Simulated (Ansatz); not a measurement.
**CH$_{6}$Si···CH$_{4}$: density, localisation and related maps**

The calculation's input:

```
crystal:
  periodic: [false, false, false]
  atoms:
    - {symbol: Si, position_ang: [-1.137963, 1.163318, 0.622710]}
    - {symbol: C, position_ang: [1.266041, -1.990065, 0.295373]}
    - {symbol: H, position_ang: [-1.903665, -0.106947, 0.744737]}
    - {symbol: H, position_ang: [-2.064985, 2.291811, 0.910036]}
    - {symbol: C, position_ang: [-0.402539, 1.333755, -1.088399]}
    - {symbol: H, position_ang: [1.873569, -1.089939, 0.387470]}
    - {symbol: H, position_ang: [-0.070841, 1.163868, 1.659696]}
    - {symbol: H, position_ang: [0.372244, -1.889939, 0.910559]}
    - {symbol: H, position_ang: [0.976906, -2.132702, -0.745759]}
    - {symbol: H, position_ang: [1.842933, -2.851224, 0.631213]}
    - {symbol: H, position_ang: [0.276892, 0.506004, -1.301428]}
    - {symbol: H, position_ang: [0.158208, 2.266820, -1.177624]}
    - {symbol: H, position_ang: [-1.186799, 1.335339, -1.848585]}
basis:
  gaussian: {orbitals: def2-TZVPP}
hamiltonian: {xc: pbe0, dispersion: d4}
output: {orbitals: {seedname: orbitals}}
```

Run with:

```sh
ansatz run in.yaml --threads 4 --pin off --events-out ev --progress --plain --max-ram 9574MiB
```

The product side of a reaction path; geometry: PBE0-D4/def2-TZVP.

Level of theory: RKS PBE0-D4/def2-TZVPP (Ansatz).

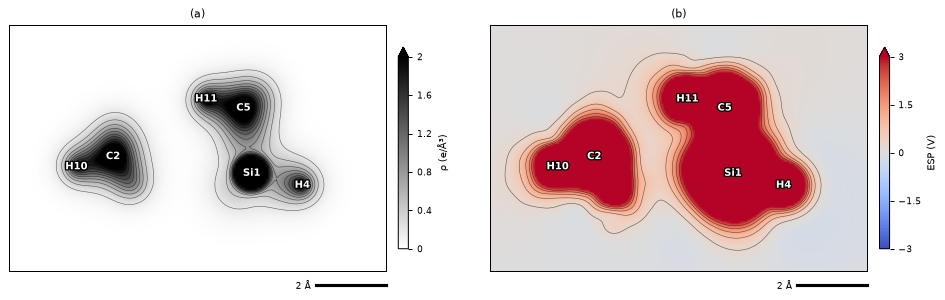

Figure 1. (a) total electron density; (b) molecular electrostatic potential on the plane of atoms H4, Si1 and C5.

> Read the bonding off the picture.

The plane passes through Si, C and H nuclei.
C2···Si1 (3.98 Å): the density falls to about 0.02 e/Å³ on the way: a non-bonded, intermolecular contact.
C–Si (1.87 Å): the density is about 0.96 e/Å³ at the midpoint.
C–H (1.09 Å): the density is about 2 e/Å³ at the midpoint.
Si–H (1.49 Å): the density is about 0.8 e/Å³ at the midpoint.
The potential has no marked negative region in this plane.

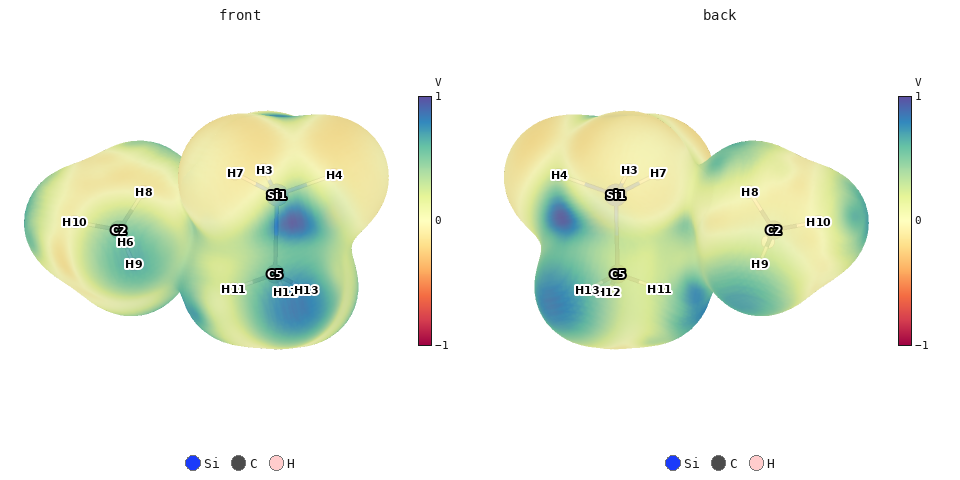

Figure 2. The electrostatic potential painted on the density surface at 0.002 e/bohr³, seen from the front and from behind; the colour scale runs from red (negative) to blue (positive).

> Where is the surface potential most negative and most positive?

The most negative region (about −0.2 V) lies over C2, H3, H4 and H7, the most positive (about +0.9 V, or +21 kcal/mol for a unit charge) over Si1.

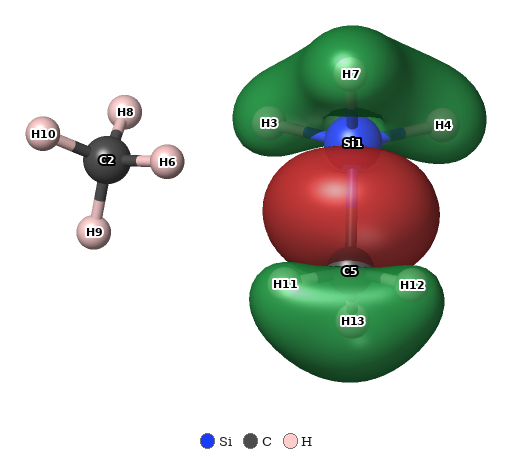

Figure 3. The HOMO at ±0.1 Å⁻³ᐟ² (green and red are the two phases), seen at a tilt.

> What is the character of this orbital?

By Hirshfeld shares it lies mainly on C5 (about 45 %) and Si1 (about 30 %). Its energy is −9.21 eV.
